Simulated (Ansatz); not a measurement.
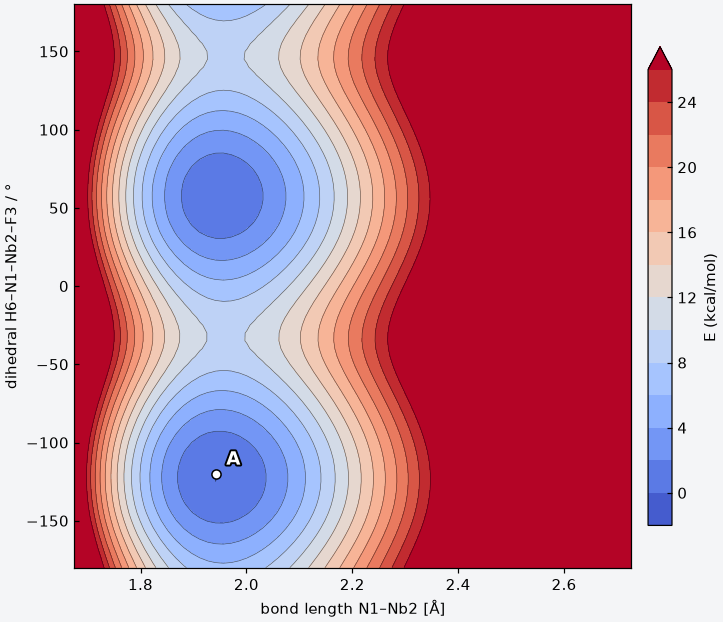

ClFH2NNbS, SMILES [NH2][Nb]([F])(=[S])[Cl]. 
- Coordinates scanned: (1) bond length N1–Nb2; (2) dihedral H6–N1–Nb2–F3.
- Nothing is relaxed (all other coordinates rigid).
- The grid has 11 × 10 points.
- Points are written as (first, second).
- Energies are in kcal/mol, from the relaxed molecule at the same level.
- Theory: RKS PBE-D4/def2-SVP (Ansatz 0.2.0).

Drawn: filled contours, one colour for all values above the top of the scale, the point A. Between grid points the surface is interpolated.

**Find the lowest pass out of the well at A.**

The easiest path leads from the well at about (1.94 Å, −120°) to the well at about (1.94 Å, 60°), about 0.32 kcal/mol higher (on a rigid scan; wells that are mirror images or exchange like atoms can differ by this much). Its highest point lies about 9.7 kcal/mol above the bottom of the first well on the interpolated surface, at about (1.96 Å, −35°). The start is the relaxed structure and all else is held, so a fully relaxed path at this level can only be lower.

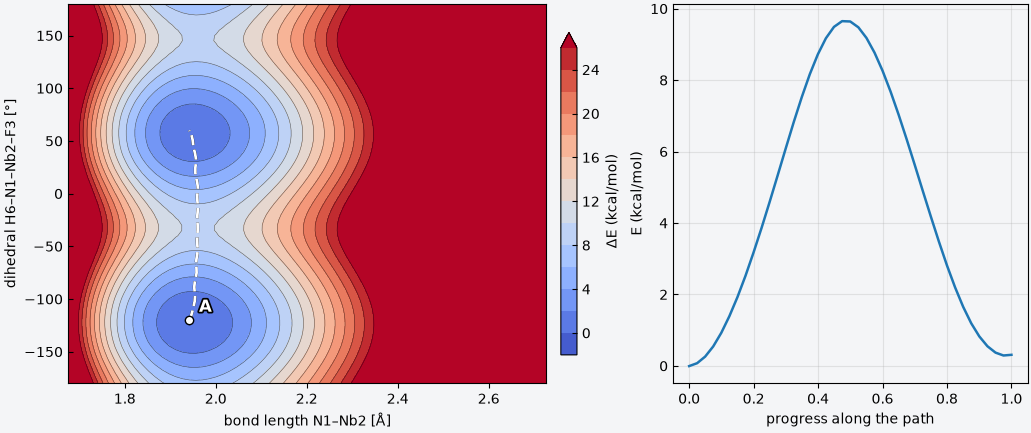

Drawn: filled contours, a line along the lowest path, one colour for all values above the top of the scale, the energy along the path at the right. Between grid points the surface is interpolated.
